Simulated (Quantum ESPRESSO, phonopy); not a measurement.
# NaI (Fm-3m): a volume series of phonon spectra, part 8 of 8

Wanted: mode Grüneisen parameters of NaI and a free-energy fit over volumes.

What experiment has found for this phase:
- volume expansion coefficient 135 1e-6/K near room temperature (given in “Descriptors for thermal expansion in solids”, 2017, arXiv:1701.03966)

Quantum ESPRESSO 7.5; DFT LDA, scalar-relativistic, plane waves, GBRV ultrasoft pseudopotentials.

So far. Step 28 (Lattice dynamics at this volume, V/V0 1.05): The time given is that of the 2 pw.x runs on displaced cells behind this step.

## Step 29: How the modes move with volume (continued)

Mean mode Grueneisen parameter against wavenumber:

```tsv
wavenumber (cm⁻¹)	mean mode Grueneisen parameter
3.0	-
21.2	0.497
39.3	0.422
63.5	1.45
81.6	1.61
99.8	-
117.9	2.47
142.1	2.28
160.3	1.58
178.4	1.24
```

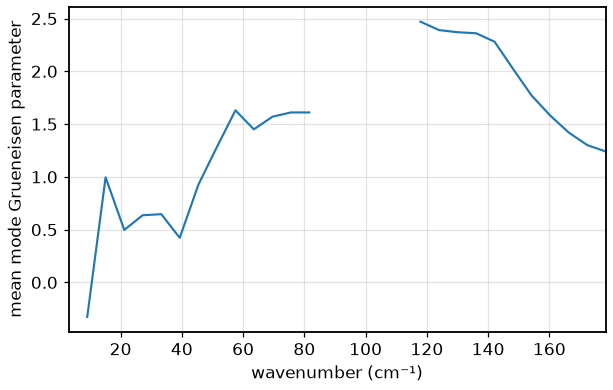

Mean mode Grueneisen parameter against wavenumber.

Volume series, by row:

```tsv
V/V0	V (Å³/atom)	pressure (GPa)	E - E0 (meV/atom)	gap (eV)	zero-point energy (meV/atom)	lowest on the path (cm⁻¹)	highest at Gamma without the LO-TO term (cm⁻¹)
0.97	29.79	0.684	2.11	3.705	19.26	0	142
0.985	30.25	0.326	0.595	3.655	18.73	0	136.8
1	30.71	-0.002	0	3.607	18.21	0	131.7
1.015	31.17	-0.303	0.297	3.561	17.71	0	126.7
1.03	31.63	-0.578	1.509	3.518	17.21	0	121.8
1.05	32.24	-0.911	4.233	3.462	16.57	0	115.5
```

Optical frequency at Gamma without the LO-TO term, mode 4 against V/V0:

```tsv
V/V0	optical frequency at Gamma without the LO-TO term, mode 4 (cm⁻¹)
0.9700	142
0.9850	137
1.0000	132
1.0150	127
1.0300	122
1.0500	115
```

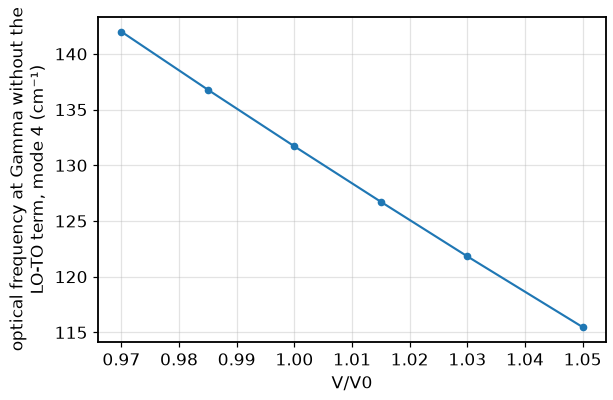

Optical frequency at Gamma without the LO-TO term, mode 4, plotted against V/V0.

Grüneisen at points, by row:

```tsv
point	branch	frequency (cm⁻¹)	mode Grüneisen parameter
Γ	4	131.7	2.55
Γ	6	181	1.29
X	1	36.6	-0.4
X	3	56.3	-0.41
X	4	136.1	2.52
X	6	142.5	2.48
U	1	46.1	1.37
U	2	51.8	-0.34
U	3	61.9	1.21
U	4	130	2.49
U	5	144.7	2.33
U	6	146	1.99
K	1	46.1	1.37
K	2	51.8	-0.34
K	3	61.9	1.21
K	4	130	2.49
K	5	144.7	2.33
K	6	146	1.99
L	1	56.9	2.45
L	3	81.1	1.66
L	4	126.1	2.19
L	6	181.3	1.16
W	1	47.6	-0.35
W	3	65.6	2.09
W	4	133.4	2.06
W	5	143.3	2.34
```

## Step 30: Quasi-harmonic fit by phonopy

Numbers from this step:

```
volume expansion coefficient at 300 K : 130.1 1e-6/K
isothermal bulk modulus at 300 K      : 17.4 GPa
C_P at 300 K                          : 26.19 J/mol-atom/K
Grüneisen parameter at 300 K          : 1.778
```

Energy (each curve on its own zero) against volume; values in meV/atom:

```tsv
volume (Å³/atom)	static	F at 0 K	F at 300 K	F at 600 K
29.786	2.11	3.42	7.2	12.1
30.247	0.6	1.37	3.7	6.69
30.707	0	0.26	1.13	2.22
31.168	0.3	0.06	-0.54	-1.34
31.628	1.51	0.77	-1.39	-4.17
32.243	4.23	2.86	-1.36	-6.75
```

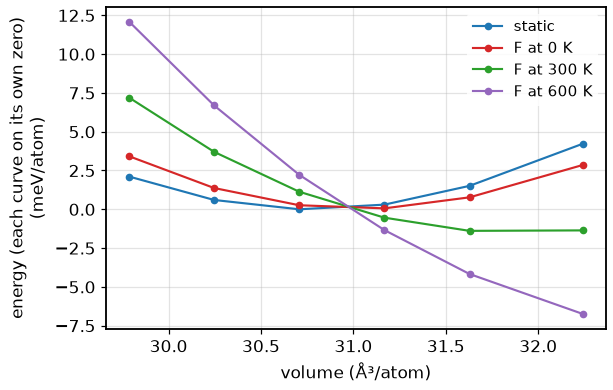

Energy (each curve on its own zero) against volume.

Phonopy-qha, vinet fit of F(V) at each temperature; no electronic free energy. Qha vinet, by row:

```tsv
T (K)	fitted volume (Å³/atom)	alpha_V (1e-6/K)	B_T (GPa)	C_P (J/mol-atom/K)	Grueneisen
75	31.12	78.31	19.92	18.74	1.574
100	31.19	92.9	19.67	21.31	1.64
125	31.27	101.9	19.41	22.78	1.675
150	31.35	108	19.14	23.72	1.697
175	31.43	112.8	18.87	24.36	1.713
200	31.53	116.7	18.59	24.85	1.727
225	31.62	120.2	18.3	25.25	1.74
250	31.72	123.5	18.01	25.59	1.753
275	31.81	126.8	17.71	25.9	1.765
300	31.92	130.1	17.4	26.19	1.778
```

The volume expansion coefficient, phonopy-qha, Vinet by temperature:

```tsv
temperature (K)	volume expansion coefficient, phonopy-qha, Vinet (1e-6/K)
75.0	78.3
100.0	92.9
125.0	102
150.0	108
175.0	113
200.0	117
225.0	120
250.0	124
275.0	127
300.0	130
```

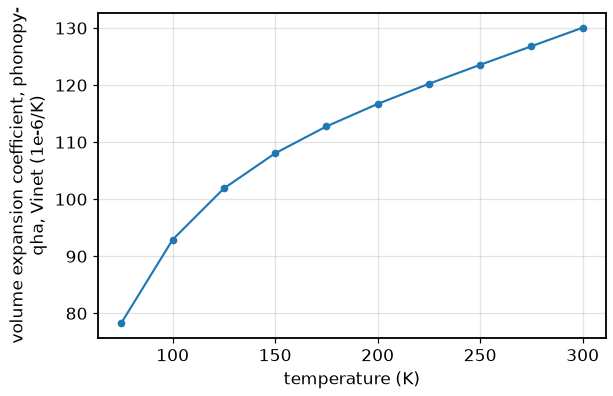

Volume expansion coefficient, phonopy-qha, Vinet against temperature.

The fit gives a volume expansion of 130 × 10⁻⁶/K at 300 K.

## Step 31: What came out

| Property | Result |
| --- | --- |
| volume expansion coefficient at 300 K | 130.1 1e-6/K |
| isothermal bulk modulus at 300 K | 17.4 GPa |
| C_P at 300 K | 26.19 J/mol-atom/K |
| Grüneisen parameter at 300 K | 1.778 |
| mean mode Grüneisen parameter at 300 K | 1.65 |

Near room temperature NaI expands by 130 × 10⁻⁶/K in volume by LDA, with C_P = 26.2 J/(mol K) per mole of atoms and B_T = 17.4 GPa. The table stops at 300 K because beyond it the fitted volume comes within 1 % of the largest computed cell, where the fit loses its support. C_P at room temperature is 105 % of the classical 3R an atom. A measured volume expansion coefficient near room temperature is 135 1e-6/K (arXiv:1701.03966); the calculated 130 1e-6/K differs by -4 %. The heat-capacity-weighted Grüneisen parameter goes from 1.44 at 50 K to 1.65 at 800 K; 7 % of the modes stiffen on expansion. Weighting γ by the density of states and each mode's heat capacity at 300 K, modes below 60 cm⁻¹ give about 23 % of the sum of γC that drives the expansion, those up to 120 cm⁻¹ 14 % and the rest 63 %. Among the labelled points γ is largest for branch 4 at Γ (132 cm⁻¹, 2.5) and most negative for branch 3 at X (56.3 cm⁻¹, -0.41). The supercell is 7.4 Å across at its narrowest and was not tested against a larger one: only its own wavevectors are exact, and acoustic branches between them, with the entropy at low temperature, can be off.

[Logs are printed without paths, hosts, clocks, repeated set-up lines and the standing remarks that a program may print on its own settings, such as how far it seeks lower states.]

[Hosts, paths, dates, database ids (printed as entryN), source tags and the programs' standing remarks are cut or masked in the printed files.]

[A step with changed settings may run another functional than the one named; its input shows which.]

[Of the runs on displaced cells, only some may be shown.]
